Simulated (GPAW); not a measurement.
# Quasiparticle gap of BO (GaSe-type monolayer) in GPAW

Wanted: ground state, empty states, screening and self-energy for BO (GaSe-type monolayer).

Program: GPAW 26.7.0. Level of theory: LDA and many-body steps on it, plane waves. Results are calculated unless marked as measured.

## 1. The structure

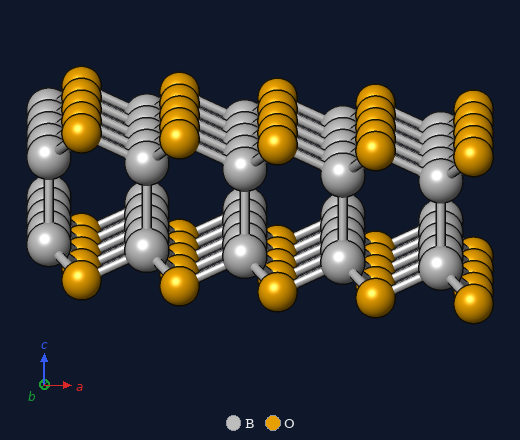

The cell as given, nearly edge on (boron light grey, oxygen orange). 5×5×1 cells are drawn.

The cell holds 4 atoms: 2 B and 2 O. Cell: a = 2.171 Å, b = 2.171 Å, c = 13.800 Å, α = 90.0°, β = 90.0°, γ = 120.0°. Vacuum lies along c.

The start is a generated structure, not a measured one.

## 2. Relaxation

This step: GPAW 26.7.0; DFT, LDA, plane waves, PAW.

Gaps follow bond lengths, so the structure is brought to rest first.

run.py reads:

```python
import json
import numpy as np
from gpaw.mpi import world
from ase import Atoms
from ase.constraints import FixSymmetry
from ase.filters import FrechetCellFilter
from ase.optimize import BFGS
from gpaw import GPAW, PW, FermiDirac

atoms = Atoms(['B', 'B', 'O', 'O'],
    cell=[[2.1709200000, 0.0000000000, 0.0000000000],
      [-1.0854600000, 1.8800718696, 0.0000000000],
      [0.0000000000, 0.0000000000, 13.8000000000]],
    scaled_positions=[[0.3333333333, 0.6666666667, 0.5608695652],
      [0.3333333333, 0.6666666667, 0.4391304348],
      [0.6666666667, 0.3333333333, 0.6026869566],
      [0.6666666667, 0.3333333333, 0.3973130434]],
    pbc=(True, True, False))
atoms.set_constraint(FixSymmetry(atoms))
atoms.calc = GPAW(mode=PW(700),
    xc='LDA',
    kpts={'size': (15, 15, 1), 'gamma': True},
    occupations=FermiDirac(0.02),
    convergence={'density': 1e-5},
    txt='relax.txt')
steps = []
opt = BFGS(FrechetCellFilter(atoms, mask=[1, 1, 0, 0, 0, 1]), logfile='bfgs.log')
opt.attach(lambda: steps.append([atoms.get_potential_energy(), atoms.cell[:], atoms.positions.copy(), atoms.get_forces()]))
converged = opt.run(fmax=0.03, steps=50)
res = {'converged': bool(converged), 'steps': steps, 'cell': atoms.cell[:], 'frac': atoms.get_scaled_positions()}

if world.rank == 0:
    with open('result.json', 'w') as f:
        json.dump(res, f, default=lambda x: x.tolist())
```

Launch:

```
$ mpirun -n 8 gpaw python run.py
```

The program printed:

```text
Step     Time          Energy          fmax
BFGS:    0       -32.218440        5.131968
BFGS:    1       -32.951659        3.766790
BFGS:    2       -34.042068        1.242374
[...]
BFGS:    8       -34.269783        0.030089
BFGS:    9       -34.269760        0.003751
```

Run time: 28 s. Hardware: 8 MPI ranks of Intel Xeon Platinum 8488C (Sapphire Rapids), shared host; peak memory 1.5 GiB; 3.7 min of CPU time.

Step by step:

| step | energy less that of the first step (eV) | largest force (eV/Å) |
| --- | --- | --- |
| 1 | 0.0000 | 2.2349 |
| 2 | -0.7332 | 1.4335 |
| 3 | -1.8236 | 0.9216 |
| 4 | -2.0010 | 0.7142 |
| 5 | -2.0238 | 0.4861 |
| 6 | -2.0378 | 0.3327 |
| 7 | -2.0484 | 0.3211 |
| 8 | -2.0512 | 0.1437 |
| 9 | -2.0513 | 0.0301 |
| 10 | -2.0513 | 0.0038 |

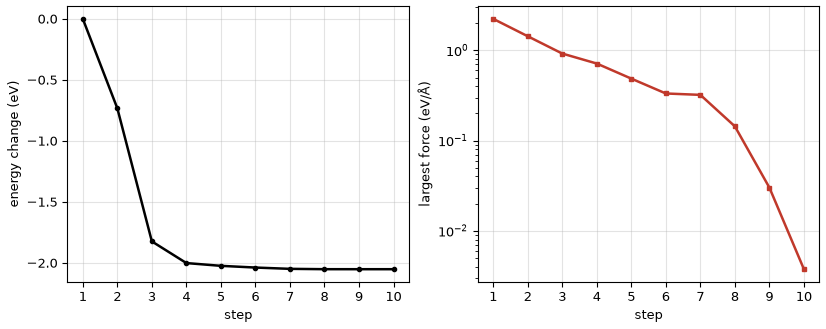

Energy and largest force along the relaxation.

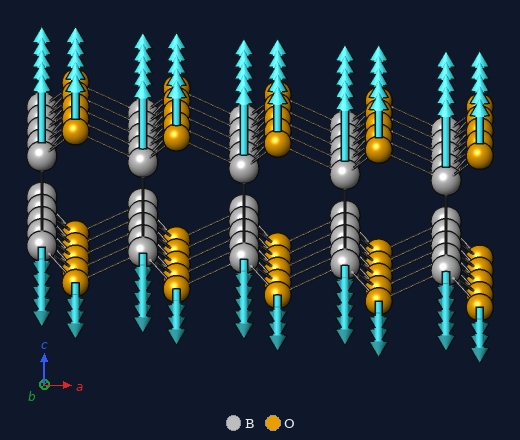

Displacements in the relaxation, exaggerated; the longest in the cell stands for 0.04 Å. 5×5×1 cells are drawn.

The atoms that moved most (Å):

| atom | dx | dy | dz | length |
| --- | --- | --- | --- | --- |
| B1 | 0.000 | 0.000 | 0.041 | 0.041 |
| B2 | 0.000 | 0.000 | -0.041 | 0.041 |
| O4 | 0.000 | 0.000 | -0.027 | 0.027 |
| O3 | 0.000 | 0.000 | 0.027 | 0.027 |

Final coordinates:

```cif
data_structure
_symmetry_space_group_name_H-M 'P 1'
_symmetry_Int_Tables_number 1
_cell_length_a 2.4044
_cell_length_b 2.4044
_cell_length_c 13.8000
_cell_angle_alpha 90.000
_cell_angle_beta 90.000
_cell_angle_gamma 120.000
_cell_volume 69.09
loop_
_atom_site_label
_atom_site_type_symbol
_atom_site_fract_x
_atom_site_fract_y
_atom_site_fract_z
_atom_site_occupancy
B1 B 0.33333 0.66667 0.56384 1
B2 B 0.33333 0.66667 0.43616 1
O3 O 0.66667 0.33333 0.60465 1
O4 O 0.66667 0.33333 0.39535 1
```

## 3. Ground state

The ground-state density comes first.

run.py reads:

```python
import json
import numpy as np
from gpaw.mpi import world
from ase import Atoms
from gpaw import GPAW, PW, FermiDirac

atoms = Atoms(['B', 'B', 'O', 'O'],
    cell=[[2.4044034893, 0.0000000000, 0.0000000000],
      [-1.2022017447, 2.0822745027, 0.0000000000],
      [0.0000000000, 0.0000000000, 13.8000000000]],
    scaled_positions=[[0.3333333333, 0.6666666667, 0.5638393032],
      [0.3333333333, 0.6666666667, 0.4361606968],
      [0.6666666667, 0.3333333333, 0.6046532936],
      [0.6666666667, 0.3333333333, 0.3953467064]],
    pbc=(True, True, False))
calc = GPAW(mode=PW(600),
    xc='LDA',
    kpts={'size': (15, 15, 1), 'gamma': True},
    occupations=FermiDirac(0.001),
    nbands=-8,
    convergence={'density': 1e-6, 'bands': -3},
    maxiter=100,
    txt='gs.txt')
atoms.calc = calc
res = {'energy': atoms.get_potential_energy()}
kpts = calc.get_ibz_k_points()
res['kpts'] = kpts
res['eigenvalues'] = [calc.get_eigenvalues(kpt=k) for k in range(len(kpts))]
res['n_electrons'] = calc.get_number_of_electrons()
calc.write('gs.gpw')

if world.rank == 0:
    with open('result.json', 'w') as f:
        json.dump(res, f, default=lambda x: x.tolist())
```

Launch:

```
$ mpirun -n 8 gpaw python run.py
```

The program printed:

```text
__  _  _
 | _ |_)|_||  |
 |__||  | ||/\| - 26.7.0

Input parameters:
  mode=PW(ecut=600.0),
  convergence={'density': 1e-06, 'bands': -3},
  kpts=MonkhorstPack(size=(15, 15, 1), gamma=True),
  maxiter=100,
  nbands=-8,
  occupations=Occupations(name='fermi-dirac', width=0.001, fixmagmom=False),
  xc=XC(name='LDA')
  [... matrices ...]
Diagonalizing LCAO Hamiltonian
Converting LCAO to pw mode

        B O

        B
          O

Atoms  # Å, Bohr magnetons
|   | symbol |         x |        y |        z |    initial magnetic moments |
| 0 |      B | -0.000000 | 1.388183 | 7.780982 | ( 0.0000,  0.0000,  0.0000) |
| 1 |      B | -0.000000 | 1.388183 | 6.019018 | ( 0.0000,  0.0000,  0.0000) |
| 2 |      O |  1.202202 | 0.694092 | 8.344215 | ( 0.0000,  0.0000,  0.0000) |
| 3 |      O |  1.202202 | 0.694092 | 5.455785 | ( 0.0000,  0.0000,  0.0000) |

Unit cell  # Å
| periodic |         x |        y |         z |   lengths |     angles |
|      yes |  2.404403 | 0.000000 |  0.000000 |  2.404403 |  90.000000 |
|      yes | -1.202202 | 2.082275 |  0.000000 |  2.404403 |  90.000000 |
|       no |  0.000000 | 0.000000 | 13.800000 | 13.800000 | 120.000000 |

Number of symmetries: 12
Symmetry operations  # r_c * U_cc + t_c -> r_c
|    | kind |            matrix            |
|  0 |  σ   |  1, 1, 0,  0,-1, 0,  0, 0, 1 |
|  1 |  C2  |  1, 1, 0,  0,-1, 0,  0, 0,-1 |
|  2 |  E   |  1, 0, 0,  0, 1, 0,  0, 0, 1 |
|  3 |  σ   |  1, 0, 0,  0, 1, 0,  0, 0,-1 |
|  4 |  C3  |  0, 1, 0, -1,-1, 0,  0, 0, 1 |
|  5 |  S3  |  0, 1, 0, -1,-1, 0,  0, 0,-1 |
|  6 |  σ   |  0,-1, 0, -1, 0, 0,  0, 0, 1 |
|  7 |  C2  |  0,-1, 0, -1, 0, 0,  0, 0,-1 |
|  8 |  σ   | -1, 0, 0,  1, 1, 0,  0, 0, 1 |
|  9 |  C2  | -1, 0, 0,  1, 1, 0,  0, 0,-1 |
| 10 |  C3  | -1,-1, 0,  1, 0, 0,  0, 0, 1 |
| 11 |  S3  | -1,-1, 0,  1, 0, 0,  0, 0,-1 |

BZ-sampling:
  Number of BZ points: 225
  Number of IBZ points: 27

  Monkhorst-Pack size: [15, 15, 1]
  Monkhorst-Pack shift: [0, 0, 0]

K-points  # in reciprocal-cell coordinates
|     |                                coordinates |     weight |
|   0 | (  0.00000000,   0.00000000,   0.00000000) | 0.00444444 |
|   1 | (  0.06666667,   0.00000000,   0.00000000) | 0.02666667 |
|   2 | (  0.13333333,  -0.06666667,   0.00000000) | 0.02666667 |
|   3 | (  0.13333333,   0.00000000,   0.00000000) | 0.02666667 |
|   4 | (  0.20000000,  -0.06666667,   0.00000000) | 0.05333333 |
|   5 | (  0.20000000,   0.00000000,   0.00000000) | 0.02666667 |
|   6 | (  0.26666667,  -0.13333333,   0.00000000) | 0.02666667 |
|   7 | (  0.26666667,  -0.06666667,   0.00000000) | 0.05333333 |
|   8 | (  0.26666667,   0.00000000,   0.00000000) | 0.02666667 |
|   9 | (  0.33333333,  -0.13333333,   0.00000000) | 0.05333333 |
| ... |                                            |            |
|  26 | (  0.46666667,   0.46666667,   0.00000000) | 0.02666667 |

Plane wave coefficients: 2326
Cutoff: 600.0 eV

Spin-components: 1 (collinear spins)
Bands:           17
Projectors:      20
Spin-degeneracy: 2
Datatype:        complex128

  Storage: CPU
  Wave functions: 17_060_112 bytes (2_132_514 per core)
  Projectors: 23_081_328 bytes (2_885_166 per core)
  [... matrices ...]
Parallelization:
  kpt:    4
  domain: 2
  band:   1

Density:
  Valence electrons: 18.0
  Components: 1
  Grid points: [14 14 80]
  Charge: 0.0  # |e|

Potential:
  Grid points: [14 14 80]

species:
  B:
    name:    Boron
    Z:       5.0
    valence: 3
    core:    2
    charge:  0.0  # [|e|]
    compensation charges:
      type: gauss
      rc: 0.20  # [Å]
      lmax: 2
    cutoffs:
      filter: 1.14  # [Å]
      core: 1.42  # [Å]
    projectors
    | kind |    occ | energy [eV] | rcut [Å] |
    |   2s |  2.000 |      -9.383 |    0.635 |
    |   2p |  1.000 |      -3.714 |    0.635 |
    |    s |        |      17.828 |    0.635 |
    |    p |        |      23.498 |    0.635 |
    |    d |        |       0.000 |    0.635 |

    Using partial waves for B as LCAO basis

  O:
    name:    Oxygen
    Z:       8.0
    valence: 6
    core:    2
    charge:  0.0  # [|e|]
    compensation charges:
      type: gauss
      rc: 0.21  # [Å]
      lmax: 2
    cutoffs:
      filter: 1.17  # [Å]
      core: 0.83  # [Å]
    projectors
    | kind |    occ | energy [eV] | rcut [Å] |
    |   2s |  2.000 |     -23.752 |    0.688 |
    |   2p |  4.000 |      -9.195 |    0.598 |
    |    s |        |       3.459 |    0.688 |
    |    p |        |      18.016 |    0.598 |
    |    d |        |       0.000 |    0.619 |

    Using partial waves for O as LCAO basis

Reference energy: -5381.044705  # eV

eigensolver:
  PPCG
  Converge bands: -3
  niter=2

density mixing:
  MSR1-Mixer
  Pratt-step length: 0.05
  Maximum mixing coefficient: 0.75
  Old densities: 10
  SVD Regularization: 0.005
  Good broyden scale: 1.0
  Trust region scale: 1.0
  Backstep threshold: 4.0
  History deletion threshold: 6.0
  Fourier metric: weight=20.0, sigma=0.015

occupation numbers:
  Fermi-Dirac:
    width: 0.0010  # eV

poisson solver:
  ecut: 4800.0  # eV

xc functional:
  name: None

Initialization done in: 1.987 s

convergence criteria:
- Maximum integral of absolute [dens]ity change: 1e-06 electrons / valence electron
- Maximum [total energy] change in last 3 cyles: 0.0005 eV / valence electron
- Maximum integral of absolute [eigenst]ate change: 4e-08 eV^2 / valence electron
maximum number of iterations: 100

SCF iterations
|iter     |     time |      energy | eigst |  dens |
|iter:   1|  |  -35.500339 | +0.98 |       |
|iter:   2|  |  -35.253513 | +0.01 | -0.84 |
|iter:   3|  |  -34.155823 | +0.03 | -0.88 |
|iter:   4|  |  -34.117287 | -0.65 | -1.44 |
|iter:   5|  |  -34.115532 | -1.69 | -1.97 |
|iter:   6|  |  -34.115486c| -2.40 | -2.62 |
|iter:   7|  |  -34.115485c| -3.07 | -3.01 |
|iter:   8|  |  -34.115485c| -3.97 | -3.93 |
|iter:   9|  |  -34.115485c| -4.66 | -4.52 |
|iter:  10|  |  -34.115485c| -5.26 | -5.37 |
|iter:  11|  |  -34.115485c| -5.79 | -6.16c|
|iter:  12|  |  -34.115485c| -6.42 | -6.97c|
|iter:  13|  |  -34.115485c| -6.93 | -7.65c|
|iter:  14|  |  -34.115485c| -7.49c| -8.45c|

Converged in 14 steps
SCF loop duration: 2.608 s (0.186 s/step)
Energy contributions relative to reference atoms: (reference = -5381.044705)
  [... matrices ...]
Energy contributions:
  Kinetic:          36.044919
  Coulomb:         -33.489691
  Zero:              0.295389
  External:          0.000000
  Xc:              -36.966102
  Entropy:          -0.000000
  Spinorbit:         0.000000
  ----------------------------
  Free energy:     -34.115485
  Extrapolated:    -34.115485

dipole moment: (-0.870468, 0.502568, 0.000015)  # |e|*Ang

Fermi level: 0.135
Eigenvalues  # (at kpt = [0.000, 0.000, 0.000])
| band index |      eig [eV] | occ [0-2] |
|          0 |       -24.517 |     2.000 |
|          1 |       -23.968 |     2.000 |
|          2 |       -11.253 |     2.000 |
|          3 |        -6.862 |     2.000 |
|          4 |        -4.994 |     2.000 |
|          5 |        -4.994 |     2.000 |
|          6 |        -4.807 |     2.000 |
|          7 |        -4.807 |     2.000 |
|          8 |        -1.595 |     2.000 |
|          9 |         5.068 |     0.000 |
|         10 |         5.242 |     0.000 |
|         11 |         7.071 |     0.000 |
|         12 |         7.851 |     0.000 |
|         13 |         7.996 |     0.000 |
|         14 |         7.996 |     0.000 |
|         15 |         8.255 |     0.000 |
|         16 |        10.250 |     0.000 |

Gap: 4.925 eV
Transition (v -> c):
  (s=0, k=6, n=8, [0.27, -0.13, 0.00]) -> (s=0, k=12, n=9, [0.33, 0.33, 0.00])
Direct/indirect transitions are different
Direct gap: 6.048 eV
Transition at: (s=0, k=11, n=8, [0.33, 0.00, 0.00])
vacuum-level: 5.573  # V
# Writing to gs.gpw (mode='')
  [... matrices ...]
```

Wall time 6.8 s (8 MPI ranks); peak memory 1.2 GiB.

This step gave:

* total energy: -34.12 eV
* gap: 4.925 eV
* k of the valence top: 0.2667, -0.1333, 0
* k of the conduction bottom: 0.3333, 0.3333, 0
* least direct gap: 6.048 eV

The gap is indirect, with the least direct gap 1.12 eV higher.

## 4. Bands along the symmetry lines

The cheap functional maps the bands first; the places of the edges decide which points the dearer methods must see.

run.py reads:

```python
import json
import numpy as np
from gpaw.mpi import world
from gpaw import GPAW

path = [[0.000000, 0.000000, 0.000000],
    [0.062500, 0.000000, 0.000000],
    [0.125000, 0.000000, 0.000000],
    [0.187500, 0.000000, 0.000000],
    [0.250000, 0.000000, 0.000000],
    [0.312500, 0.000000, 0.000000],
    [0.375000, 0.000000, 0.000000],
    [0.437500, 0.000000, 0.000000],
    [0.500000, 0.000000, 0.000000],
    [0.479167, 0.041667, 0.000000],
    [0.458333, 0.083333, 0.000000],
    [0.437500, 0.125000, 0.000000],
    [0.416667, 0.166667, 0.000000],
    [0.395833, 0.208333, 0.000000],
    [0.375000, 0.250000, 0.000000],
    [0.354167, 0.291667, 0.000000],
    [0.333333, 0.333333, 0.000000],
    [0.291667, 0.291667, 0.000000],
    [0.250000, 0.250000, 0.000000],
    [0.208333, 0.208333, 0.000000],
    [0.166667, 0.166667, 0.000000],
    [0.125000, 0.125000, 0.000000],
    [0.083333, 0.083333, 0.000000],
    [0.041667, 0.041667, 0.000000],
    [0.000000, 0.000000, 0.000000]]
calc = GPAW('gs.gpw').fixed_density(kpts=path,
    symmetry='off',
    nbands=19,
    convergence={'bands': 15},
    txt='bands.txt')
res = {}
kpts = calc.get_ibz_k_points()
res['kpts'] = kpts
res['eigenvalues'] = [calc.get_eigenvalues(kpt=k) for k in range(len(kpts))]
res['n_electrons'] = calc.get_number_of_electrons()

if world.rank == 0:
    with open('result.json', 'w') as f:
        json.dump(res, f, default=lambda x: x.tolist())
```

Launch:

```
$ mpirun -n 8 gpaw python run.py
```

The program printed:

```text
Diagonalizing LCAO Hamiltonian
Converting LCAO to pw mode
convergence criteria:
- Maximum integral of absolute [eigenst]ate change: 4e-08 eV^2 / valence electron
maximum number of iterations: 100

SCF iterations
|iter     |     time |      energy | eigst |  dens |
|iter:   1|  |             | +1.12 |       |
|iter:   2|  |             | +0.43 |       |
|iter:   3|  |             | -0.23 |       |
[...]
|iter:  12|  |             | -6.79 |       |
|iter:  13|  |             | -7.16 |       |
|iter:  14|  |             | -7.47c|       |
SCF steps: 14
  __  _  _
 | _ |_)|_||  |
 |__||  | ||/\| - 26.7.0

Input parameters:
  mode=PW(ecut=600.0),
  convergence={'bands': 15},
  gpts=array([14, 14, 80]),
  kpts=KPoints(kpts=array([[0.      , 0.      , 0.      ],
         [0.0625  , 0.      , 0.      ],
         [0.125   , 0.      , 0.      ],
         [0.1875  , 0.      , 0.      ],
[...]
[0.479167, 0.041667, 0.      ],
         [0.458333, 0.083333, 0.      ],
[...]
[0.416667, 0.166667, 0.      ],
[...]
[0.25    , 0.25    , 0.      ],
[...]
[0.125   , 0.125   , 0.      ],
         [0.083333, 0.083333, 0.      ],
         [0.041667, 0.041667, 0.      ],
         [0.      , 0.      , 0.      ]])),
  maxiter=100,
  nbands=19,
  occupations=Occupations(name='fermi-dirac', width=0.001, fixmagmom=False),
  parallel={},
  symmetry=Symmetry(point_group=False, time_reversal=False),
  xc=XC(name='LDA')
  [... matrices ...]
timing:  # [seconds]
  Total: 0.033  # ━━━━━━━━━━━━━━━━━━━━━━━━━━━━━━━━━━━━━━━━━━━━━━━━━━━━━━━━━━━
```

Wall time 5.9 s (8 MPI ranks); peak memory 1.3 GiB.

Numbers from this step:

| Item | Value |
| --- | --- |
| gap | 4.912 eV |
| k of the valence top | 0.125, 0.125, 0 |
| k of the conduction bottom | 0.5, 0, 0 |
| least direct gap | 6.097 eV |

The gap is 4.912 eV, −0.013 eV from the run before at this level.

The electronic bands at the labelled points (eV, zero at the top of the highest filled band):

| point | band 6 | band 7 | band 8 | band 9 | band 10 | band 11 | band 12 | band 13 |
| --- | --- | --- | --- | --- | --- | --- | --- | --- |
| Γ | -3.73 | -3.54 | -3.54 | -0.33 | 6.33 | 6.51 | 8.34 | 9.12 |
| M | -5.75 | -5.47 | -3.64 | -1.77 | 4.91 | 7.94 | 11.28 | 11.62 |
| K | -9.35 | -4.65 | -3.40 | -1.49 | 4.92 | 9.90 | 11.76 | 12.43 |
| Γ | -3.73 | -3.54 | -3.54 | -0.33 | 6.33 | 6.51 | 8.34 | 9.12 |

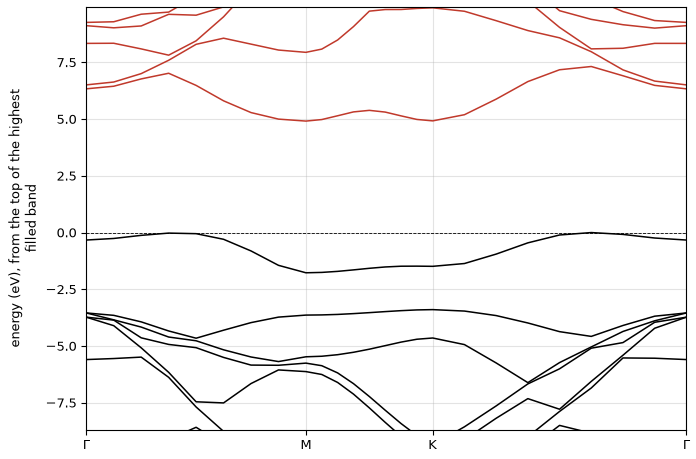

Electronic bands along the path; lines of filled and empty bands in two colours.

## 5. Empty states on the mesh, 15×15×1 mesh, 166 bands

The sums over transitions need many empty states on a uniform mesh; this step solves for them.

run.py reads:

```python
import json
import numpy as np
from gpaw.mpi import world
from gpaw import GPAW

calc = GPAW('gs.gpw').fixed_density(kpts={'size': (15, 15, 1), 'gamma': True},
    parallel={'domain': 1, 'band': 1},
    txt='nscf.txt')
calc.diagonalize_full_hamiltonian(nbands=166)
calc.write('full.gpw', mode='all')
res = {}
kpts = calc.get_ibz_k_points()
res['kpts'] = kpts
res['eigenvalues'] = [calc.get_eigenvalues(kpt=k) for k in range(len(kpts))]
res['n_electrons'] = calc.get_number_of_electrons()

if world.rank == 0:
    with open('result.json', 'w') as f:
        json.dump(res, f, default=lambda x: x.tolist())
```

Launch:

```
$ mpirun -n 8 gpaw python run.py
```

The program printed:

```text
Diagonalizing LCAO Hamiltonian
Converting LCAO to pw mode
convergence criteria:
- Maximum integral of absolute [eigenst]ate change: 4e-08 eV^2 / valence electron
maximum number of iterations: 100

SCF iterations
|iter     |     time |      energy | eigst |  dens |
|iter:   1|  |             | +1.08 |       |
|iter:   2|  |             | +0.38 |       |
|iter:   3|  |             | -0.13 |       |
[...]
|iter:  18|  |             | -7.09 |       |
|iter:  19|  |             | -7.28 |       |
|iter:  20|  |             | -7.49c|       |
SCF steps: 20
  __  _  _
 | _ |_)|_||  |
 |__||  | ||/\| - 26.7.0

Input parameters:
  mode=PW(ecut=600.0),
  convergence={'density': 1e-06, 'bands': -3},
  gpts=array([14, 14, 80]),
  kpts=MonkhorstPack(size=(15, 15, 1), gamma=True),
  maxiter=100,
  nbands=17,
  occupations=Occupations(name='fermi-dirac', width=0.001, fixmagmom=False),
  parallel={'domain': 1, 'band': 1},
  xc=XC(name='LDA')
Matrix size: 2323x2323
# Writing to full.gpw (mode='all')
  [... matrices ...]

timing:  # [seconds]
  Total: 27.936  # ━━━━━━━━━━━━━━━━━━━━━━━━━━━━━━━━━━━━━━━━━━━━━━━━━━━━━━━━━━
```

Run time: 35 s. Hardware: 8 MPI ranks; peak memory 4.7 GiB.

This step gave:

```yaml
gap: 4.925 eV
k_of_the_valence_top: 0.2667, -0.1333, 0
k_of_the_conduction_bottom: 0.3333, 0.3333, 0
least_direct_gap: 6.048 eV
k_points_computed: 27
lowest_point_of_the_top_converged_band_above_the_valence_top: 94.0232 eV
```

On this mesh the gap is 4.925 eV.

[end of part 1 of 2]

[Paths, hosts, dates, memory and timing lines, banners, echoed tables and standing remarks are left out of the program output.]

[Logs are printed without paths, hosts, clocks, repeated set-up lines and the standing remarks that a program may print on its own settings, such as how far it seeks lower states.]

[Runs of the session that timed out or met a known fault of the program may be left out.]

[Hosts, paths, dates, database ids (printed as entryN), source tags and the programs' standing remarks are cut or masked in the printed files.]
